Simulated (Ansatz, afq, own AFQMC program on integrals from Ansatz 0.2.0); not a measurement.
# NH− (doublet): AFQMC on the coupled-cluster ladder at distance N1–H2 = 0.953 Å, 6-31++G**, part 2 of 2

Ansatz 0.2.0, Gaussian basis, and an in-house AFQMC program (afq) on its integrals; all values are calculated; 6-31++G**, frozen cores.

### Step 14. Phaseless AFQMC, CISD trial on UHF

It reads the integrals that the CCSD(T) run on this determinant wrote.

Run with:

```sh
$ afq ham --method phaseless --trial cisd --walkers 4000 --populations 20 --least-time 60 --time-step 0.005 --steps-per-block 50 --equilibration-blocks 28 --max-blocks 4000 --target-error 0.00016 --factor-cut 1e-05 --start spin_pure --seed 7601 --release-times 0.24,0.51,0.99,1.62,2.4 --release-step 0.03 --release-every 3 --taylor-order 6
```

Log:

```text
orbitals 24  electrons 4 3  factors 157 of 240
reference energy -54.90437978 Eh
CCSD correlation -0.16982763 Eh in 12 cycles, weight of the determinant in the CISD state 0.9249
energy of the start -55.073498 Eh
 block  time / (1/Eh)  mean weight  energy / Eh
     1     0.250  1.0001  -55.073234
     2     0.500  0.9998  -55.074790
     3     0.750  0.9999  -55.075912
     4     1.000  1.0002  -55.076470
     5     1.250  1.0001  -55.077598
     6     1.500  1.0000  -55.077559
     7     1.750  1.0000  -55.077456
     8     2.000  0.9998  -55.077865
     9     2.250  0.9999  -55.078253
    10     2.500  0.9998  -55.078521
    11     2.750  1.0000  -55.078904
    13     3.250  1.0000  -55.079676
    15     3.750  1.0001  -55.078831
    17     4.250  0.9997  -55.079471
    19     4.750  1.0000  -55.079938
    21     5.250  0.9998  -55.079734
    23     5.750  0.9996  -55.078466
    25     6.250  1.0002  -55.079351
    27     6.750  1.0000  -55.079394
    29     7.250  1.0001  -55.079738
    31     7.750  1.0000  -55.079778
    33     8.250  0.9999  -55.079682
    35     8.750  0.9998  -55.079720
    37     9.250  0.9995  -55.079255
    39     9.750  0.9999  -55.078693
    41    10.250  0.9997  -55.079410
    43    10.750  0.9999  -55.079713
    45    11.250  0.9997  -55.079286
    47    11.750  1.0000  -55.079456
    49    12.250  1.0001  -55.078492
    51    12.750  1.0001  -55.074578
    53    13.250  1.0001  -55.078522
    55    13.750  1.0000  -55.078672
    57    14.250  0.9999  -55.079589
    59    14.750  1.0000  -55.079559
    61    15.250  1.0001  -55.078843
    63    15.750  1.0000  -55.078747
    65    16.250  1.0000  -55.080269
    67    16.750  0.9999  -55.079161
    69    17.250  1.0000  -55.079713
    71    17.750  0.9999  -55.079292
    73    18.250  0.9999  -55.079123
    75    18.750  1.0003  -55.079583
    77    19.250  0.9999  -55.079779
    79    19.750  1.0000  -55.079453
    81    20.250  1.0002  -55.078809
    83    20.750  1.0000  -55.078760
    85    21.250  1.0000  -55.078539
    87    21.750  1.0001  -55.080222
error from the spread of 20 populations
released: time / (1/Eh)  energy / Eh  error  mean overlap
  0.24  -55.079212  0.000080  0.9996
  0.51  -55.079396  0.000050  0.9968
  0.99  -55.079517  0.000061  0.9951
  1.62  -55.079506  0.000061  0.9925
  2.40  -55.079452  0.000070  0.9921
energy -55.079262 +/- 0.000155 Eh
```

Wall time 23 s (1 × NVIDIA H100 80GB HBM3 with 2 threads of AMD EPYC 7R13 (Zen 3), shared host).

Energy -1498.7831 ± 0.0042 eV. Caveats: constraint bias not in the error.

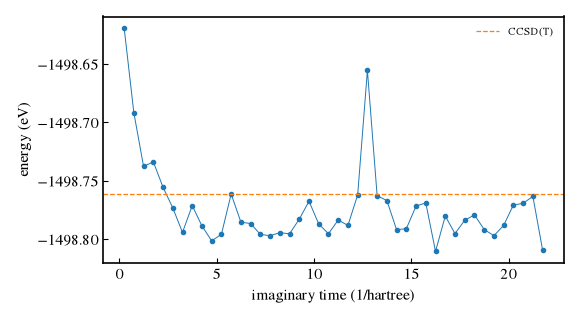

Block energies along the walk.

### Step 15. Phaseless AFQMC, single-determinant trial on UHF

It reads the integrals that the CCSD(T) run on this determinant wrote.

Run with:

```sh
$ afq ham --method phaseless --trial hf --walkers 4000 --populations 20 --least-time 40 --time-step 0.005 --steps-per-block 20 --equilibration-blocks 112 --max-blocks 4000 --target-error 0.0008 --factor-cut 1e-05 --start spin_pure --seed 1031 --taylor-order 6
```

Log:

```text
orbitals 24  electrons 4 3  factors 157 of 240
reference energy -54.90437978 Eh
CCSD correlation -0.16982763 Eh in 12 cycles, weight of the determinant in the CISD state 0.9249
energy of the start -54.905085 Eh
 block  time / (1/Eh)  mean weight  energy / Eh
     1     0.100  1.0009  -54.951238
     2     0.200  1.0012  -54.983037
     3     0.300  1.0012  -55.006063
     4     0.400  1.0010  -55.020695
     5     0.500  1.0010  -55.033988
     6     0.600  1.0007  -55.041690
     7     0.700  1.0008  -55.049935
     8     0.800  1.0004  -55.053895
     9     0.900  1.0005  -55.056670
    10     1.000  1.0000  -55.056800
    11     1.100  0.9999  -55.057192
    16     1.600  1.0001  -55.068133
    21     2.100  1.0001  -55.073094
    26     2.600  1.0000  -55.082032
    31     3.100  0.9999  -55.080551
    36     3.600  1.0000  -55.079070
    41     4.100  0.9999  -55.079501
    46     4.600  1.0003  -55.080517
    51     5.100  0.9999  -55.081551
    56     5.600  0.9999  -55.077895
    61     6.100  1.0000  -55.078497
    66     6.600  0.9999  -55.078246
    71     7.100  1.0003  -55.075939
    76     7.600  0.9998  -55.073965
    81     8.100  0.9999  -55.076106
    86     8.600  0.9999  -55.085269
    91     9.100  1.0000  -55.080852
    96     9.600  1.0001  -55.081316
   101    10.100  0.9999  -55.078714
   106    10.600  1.0000  -55.093138
   111    11.100  0.9996  -55.082525
   116    11.600  1.0000  -55.080932
   121    12.100  1.0000  -55.079589
   126    12.600  0.9998  -55.084659
   131    13.100  1.0003  -55.083154
   136    13.600  1.0001  -55.082363
   141    14.100  0.9998  -55.080795
   146    14.600  0.9997  -55.076543
   151    15.100  0.9999  -55.077171
   156    15.600  1.0003  -55.077934
   161    16.100  1.0000  -55.079491
   166    16.600  1.0004  -55.080413
   171    17.100  0.9998  -55.083471
   176    17.600  1.0001  -55.080553
   181    18.100  0.9999  -55.078130
   186    18.600  1.0001  -55.074681
   191    19.100  1.0002  -55.081533
   196    19.600  0.9998  -55.086809
   201    20.100  1.0002  -55.079926
   206    20.600  1.0000  -55.080973
   211    21.100  0.9999  -55.075188
   216    21.600  1.0000  -55.075321
   221    22.100  1.0001  -55.078800
error from the spread of 20 populations
energy -55.080025 +/- 0.000732 Eh
```

Wall time 17 s (1 × NVIDIA H100 80GB HBM3 with 2 threads of AMD EPYC 7R13 (Zen 3), shared host).

Energy -1498.8038 ± 0.0199 eV. Caveats: constraint bias not in the error.

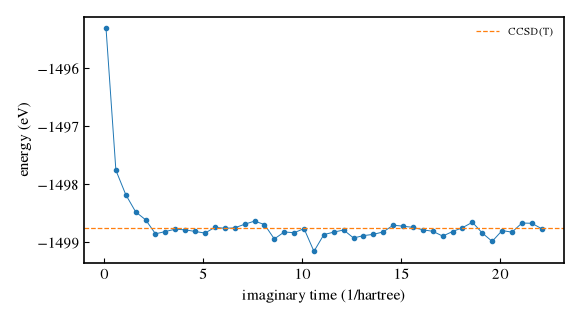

Block energies along the walk.

### Step 16. Free-projection AFQMC, CISD trial on UHF

It reads the integrals that the CCSD(T) run on this determinant wrote.

Run with:

```sh
$ afq ham --method free --trial cisd --walkers 4000 --time-step 0.03 --max-blocks 4000 --target-error 0.00032 --factor-cut 1e-05 --seed 4116 --times 0,0.3,0.6,1.2,1.8,2.4,3.6,4.8,6 --taylor-order 8
```

Log:

```text
orbitals 24  electrons 4 3  factors 157 of 240
reference energy -54.90437978 Eh
CCSD correlation -0.16982763 Eh in 12 cycles, weight of the determinant in the CISD state 0.9249
repeat  energy at the last time / Eh  error
    10  -55.079651  0.000152
    20  -55.079648  0.000106
    30  -55.079579  0.000088
time / (1/Eh)  energy / Eh  error  mean overlap
  0.00  -55.074184  0.000027  1.0809
  0.30  -55.077304  0.000028  1.0813
  0.60  -55.078278  0.000030  1.0816
  1.20  -55.078955  0.000041  1.0801
  1.80  -55.079114  0.000039  1.0827
  2.40  -55.079289  0.000056  1.0829
  3.60  -55.079447  0.000070  1.0874
  4.80  -55.079640  0.000092  1.0824
  6.00  -55.079564  0.000087  1.0805
energy -55.079564 +/- 0.000087 Eh
```

Run time: 16 s. Hardware: 1 × NVIDIA H100 80GB HBM3 with 2 threads of AMD EPYC 7R13 (Zen 3), shared host.

Energy -1498.7913 ± 0.0024 eV. Caveats: remainder of the start not in the error.

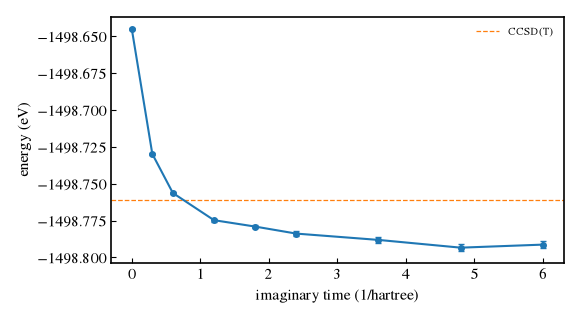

Energy against projection time, with error bars.

### Step 17. Free-projection AFQMC, first-order trial on UHF (settings varied)

It reads the integrals that the CCSD(T) run on this determinant wrote.

Run with:

```sh
$ afq ham --method free --trial mp1 --walkers 20 --time-step 0.05 --max-blocks 60 --target-error 0.00064 --factor-cut 1e-05 --seed 1813 --times 0.0,0.5,1.0,2.0,3.0,4.0 --taylor-order 4
```

Log:

```text
orbitals 24  electrons 4 3  factors 157 of 240
reference energy -54.90437978 Eh
CCSD correlation -0.16982763 Eh in 12 cycles, weight of the determinant in the CISD state 0.9249
repeat  energy at the last time / Eh  error
    10  -55.078292  0.002440
    20  -55.078838  0.001415
    30  -55.078361  0.001149
    40  -55.078539  0.000988
    50  -55.079248  0.000896
    60  -55.079208  0.000768
time / (1/Eh)  energy / Eh  error  mean overlap
  0.00  -55.074192  0.000278  1.0639
  0.50  -55.077982  0.000311  1.0642
  1.00  -55.079172  0.000454  1.0638
  2.00  -55.078637  0.000506  1.0868
  3.00  -55.077998  0.000709  1.0665
  4.00  -55.079208  0.000768  1.0606
energy -55.079208 +/- 0.000768 Eh
```

Wall time 6.4 s (1 × NVIDIA H100 80GB HBM3 with 2 threads of AMD EPYC 7R13 (Zen 3), shared host).

Energy -1498.7816 ± 0.0209 eV. Caveats: remainder of the start not in the error.

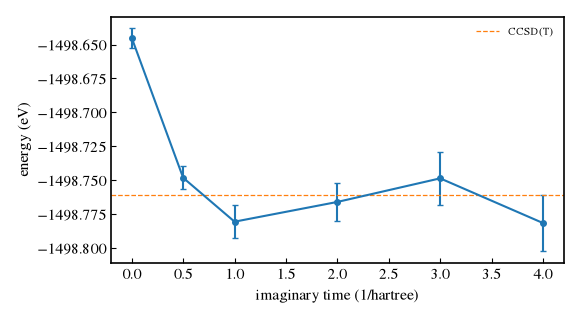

Energy against projection time, with error bars.

### Step 18. All levels side by side

The full CI on restricted orbitals is not used as the yardstick for these unrestricted rows.

On the UHF determinant, counted from CCSDTQ (a yardstick, not exact):

| level | energy (eV) | from CCSDTQ (meV) | statistical error (meV) | time |
| --- | --- | --- | --- | --- |
| HF | -1494.0243 | +4765.7 |  |  |
| MP2 | -1498.2477 | +542.3 |  |  |
| CCSD | -1498.6455 | +144.5 |  |  |
| CCSD(T) | -1498.7611 | +28.9 |  |  |
| CCSDT(Q) | -1498.7912 | -1.2 |  |  |
| CCSDTQ | -1498.7900 | 0.0 |  |  |
| Phaseless AFQMC, CISD trial, step 0.005, 4000 walkers | -1498.7831 | +6.9 | 4.2 | 23 s |
| Phaseless AFQMC, single-determinant trial, step 0.005, 4000 walkers | -1498.8038 | -13.8 | 19.9 | 17 s |
| Free-projection AFQMC, CISD trial, step 0.03, 4000 walkers | -1498.7913 | -1.3 | 2.4 | 16 s |
| Free-projection AFQMC, first-order trial, step 0.05, 20 walkers | -1498.7816 | +8.4 | 20.9 | 6.4 s |

The functionals' totals stand on their own zeros and serve differences with other points: PBE -1501.030 eV; r2SCAN -1501.961 eV; PBE0 -1501.008 eV; B3LYP -1503.016 eV; wB97M-V -1502.241 eV; B2PLYP -1501.339 eV.

### Step 19. Outcome

What follows sums up all 2 parts.

| quantity | value |
| --- | --- |
| CCSD(T) on UHF from CCSDTQ | +28.9 meV |
| Phaseless AFQMC, CISD trial on UHF from CCSDTQ | +6.9 ± 4.2 meV |
| Phaseless AFQMC, single-determinant trial on UHF from CCSDTQ | -13.8 ± 19.9 meV |
| Free-projection AFQMC, CISD trial on UHF from CCSDTQ | -1.3 ± 2.4 meV |

On UHF the phaseless walk with the CISD trial lies +6.9 meV from CCSDTQ, within three error bars. Free projection has no constraint; at the last time it gives -1.3 ± 2.4 meV, and from a start that isn't spin pure other spins can mix in. Error bars are statistical and leave out the constraint, the time step and what remains of the start.
